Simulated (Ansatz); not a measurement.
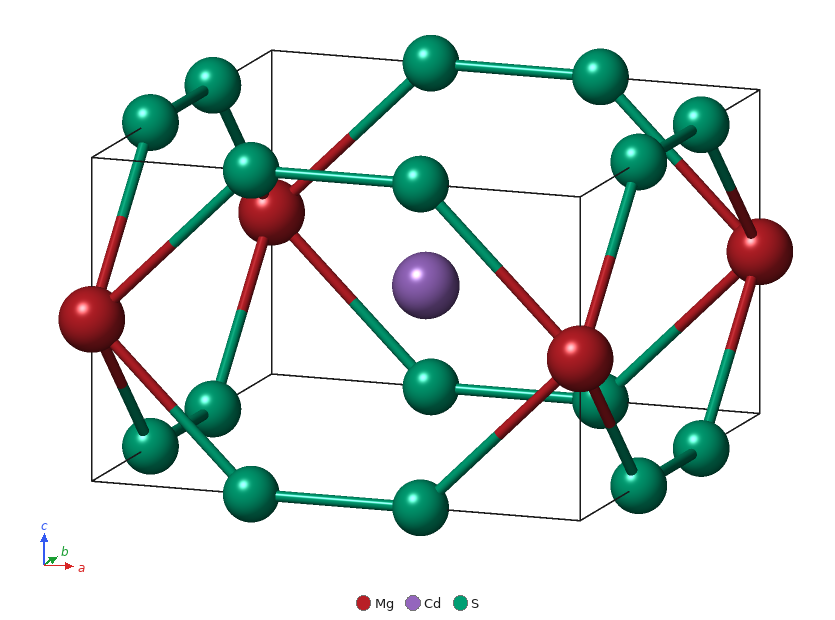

A ball-and-stick rendering, viewed slightly off an axis. Atoms at the boundary of the simulation cell (the box) are drawn once for each face, edge or corner they touch.

Full input:
```yaml
crystal:
  lattice:
    - [6.0176089313, 0.0, 0.0]
    - [0.0, 6.0176089313, 0.0]
    - [0.0, 0.0, 3.8376360129]
  atoms:
    - { symbol: Mg, position: [0.0, 0.0, 0.5] }
    - { symbol: Cd, position: [0.5, 0.5, 0.5] }
    - { symbol: S, position: [0.6735303564, 0.0, 0.0] }
    - { symbol: S, position: [0.3264696436, 0.0, 0.0] }
    - { symbol: S, position: [0.0, 0.3264696436, 0.0] }
    - { symbol: S, position: [0.0, 0.6735303564, 0.0] }
basis:
  ecutwfc: 420
kpoints:
  mp_grid: { grid: [6, 6, 10] }
  band_path:
    path:
      - [[0.0, 0.0, 0.0], [0.0, 0.5, 0.0], [0.5, 0.5, 0.0], [0.0, 0.0, 0.0], [0.0, 0.0, 0.5], [0.0, 0.5, 0.5], [0.5, 0.5, 0.5], [0.0, 0.0, 0.5]]
      - [[0.0, 0.5, 0.0], [0.0, 0.5, 0.5]]
      - [[0.5, 0.5, 0.0], [0.5, 0.5, 0.5]]
    npoints: 14
hamiltonian:
  xc: pbe
scf:
  occupations: { method: gaussian, width: 0.1 }
  n_extra_bands: 15
output:
  forces: true
  stress: true
  eigenvalues: true
  populations: true
  dos: { projected: true, de: 0.02, nscf_kmesh: { grid: [8, 8, 12] } }
  bader: true
  write_density: true
  write_potential: true
  elf: true
  volumetric_format: npy
```
Run as:
```sh
ansatz run input.yaml --threads 1 --pin off --max-ram 2560MiB --backend cpu --events-out ev --progress --plain --runs-dir out
```

Run with DFT PBE, scalar-relativistic, plane waves, PAW in Ansatz 0.2.0 and these settings: plane-wave cutoff 420 eV, k-point mesh 6×6×10, Gaussian smearing of 0.1 eV, no spin polarisation.

What does a Bader analysis give?

Answer. Mg +1.66 e; Cd +0.29 e; S -0.49 e.

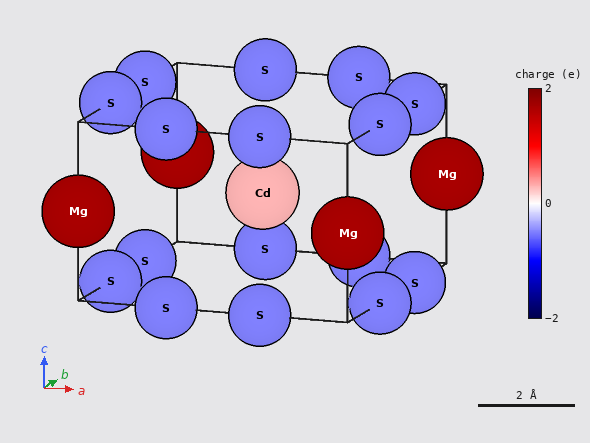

The atoms coloured by those charges.

The model was built from a random cell made by a generator, so it need not be a real form of the compound. Earlier steps of the study, as a rule a relaxation of our own, may have changed the cell and positions, so they can lie some per cent off the listed ones. It was run through Ansatz as a DFT input.
